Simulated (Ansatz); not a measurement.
**IrRu (R-3m): equation of state with a fit in Python**

Where is the equilibrium volume of IrRu (R-3m), and how stiff is it? Aim: an equation of state with a fit, for IrRu (R-3m), run from a script.

Computed with the Python package of Ansatz 0.2.0. Level of theory: DFT LDA, plane waves, PAW.

## Step 1: The system

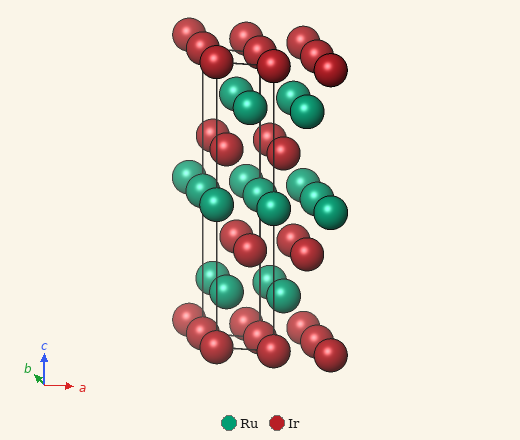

The structure that the script starts from, seen slightly off an axis (ruthenium teal, iridium red). 2×2×1 cells are drawn. The cell is the conventional one. Atoms on cell faces are repeated.

The script holds or builds the structure itself.

## Step 2: The code

run_eos.py reads:

```python
"""Energy against volume for IrRu, with a fit."""

import warnings

import ansatz as az
import numpy as np
from pymatgen.analysis.eos import EOS

params = {
    "ecut": 420,
    "filling": "cold",
    "functional": "lda",
    "kgrid": (12, 12, 12),
}

VECTORS = np.array([
    [1.348143, 0.778351, 4.425783],
    [-1.348143, 0.778351, 4.425783],
    [0.0, -1.556701, 4.425783],
])
SITES = [
    ("Ru", (0.5, 0.5, 0.5)),
    ("Ir", (0.0, 0.0, 0.0)),
]


def make_crystal(cell):
    crystal = az.Crystal(lattice=az.Lattice.of(cell))
    for symbol, position in SITES:
        crystal = crystal.atom(symbol, position)
    return crystal

warnings.simplefilter("ignore", az.DeckWarning)

# scale the volume, keep shape and fractions
volumes, energies = [], []
for scale in np.linspace(0.92, 1.08, 7):
    cell = VECTORS * scale ** (1 / 3)
    job = (
        make_crystal(cell).calculation()
        .accuracy("low")
        .basis(params["ecut"])  # a bare number is in eV
        .occupations(params["filling"])  # the run then minimises F = E - TS
        .functional(params["functional"])
        .scf(lower_state_search="light")
        .kpoints(*params["kgrid"])
    )
    summary = job.run(threads=1).report
    volumes.append(abs(np.linalg.det(cell)) / len(SITES))
    energies.append(summary["free_energy_ev"] / len(SITES))
    print(f"V = {volumes[-1]:8.4f} A^3/atom  F = {energies[-1]:.5f} eV/atom")

for form in ["pourier_tarantola", "murnaghan"]:
    fit = EOS(eos_name=form).fit(volumes, energies)
    print(f"{form:18s} V0 {fit.v0:8.4f} A^3/atom  B0 {fit.b0_GPa:7.1f} GPa  B1 {fit.b1:5.2f}")
```

## Step 3: The run

The run is started by

```
> python run_eos.py
```

Standard output:

```text
V =  12.8177 A^3/atom  F = -8710.80539 eV/atom
V =  13.1892 A^3/atom  F = -8710.84026 eV/atom
V =  13.5608 A^3/atom  F = -8710.84711 eV/atom
V =  13.9323 A^3/atom  F = -8710.83016 eV/atom
V =  14.3038 A^3/atom  F = -8710.79299 eV/atom
V =  14.6753 A^3/atom  F = -8710.73870 eV/atom
V =  15.0469 A^3/atom  F = -8710.66994 eV/atom
pourier_tarantola  V0  13.4742 A^3/atom  B0   386.2 GPa  B1  4.76
murnaghan          V0  13.4721 A^3/atom  B0   385.8 GPa  B1  5.14
```

Wall time 31 s (1 thread of Arm Neoverse V1, shared host); peak memory 0.52 GiB.

## Step 4: The runs side by side

The 7 runs, in the order started:

```tsv
run	volume (Å³/atom)	energy from run 3 (meV/atom)	SCF cycles	CPU time (s)
1	12.818	41.73	6	4
2	13.189	6.86	6	3.9
3	13.561	0.00	6	3.9
4	13.932	16.96	6	4
5	14.304	54.12	6	4.1
6	14.675	108.41	6	4.1
7	15.047	177.18	6	4.4
```

Energies are free energies F = E - TS of the smeared occupations. 

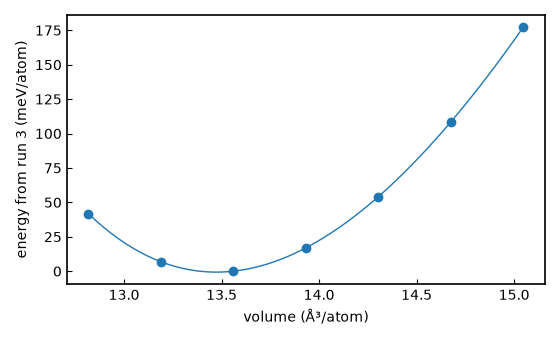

Energy against volume; the line is a third-order Birch-Murnaghan fit.

## Step 5: What came out

| quantity | value |
| --- | --- |
| runs compared | 7 |
| range of energy | 177.18 meV/atom |
| lowest point, volume (Å³/atom) | 13.561 |
| equilibrium volume (fit) | 13.47 Å³/atom |
| bulk modulus (fit) | 386 GPa |

In words: A third-order Birch-Murnaghan fit through the 7 points (the script's own form differs a little) has its minimum at 13.47 Å³ an atom, 3.3 % below the typed cell, with a bulk modulus of 386 GPa and dB/dP = 5.0. From that minimum the energy rises by 42.4 meV an atom on the compressed side and 177.8 meV on the expanded side. Notes:
- Shape and fractional positions are held along the curve, so the bulk modulus is an upper value where they are free to relax.
- For a metal this k-point mesh is coarse: on a finer one energies can move by several to tens of meV an atom and pressures by half a GPa or more, differences at one mesh by less.
- Spin-orbit coupling, which matters for elements this heavy, is left out.
- The structure comes from a database of computed cells and needn't be a stable or known phase.
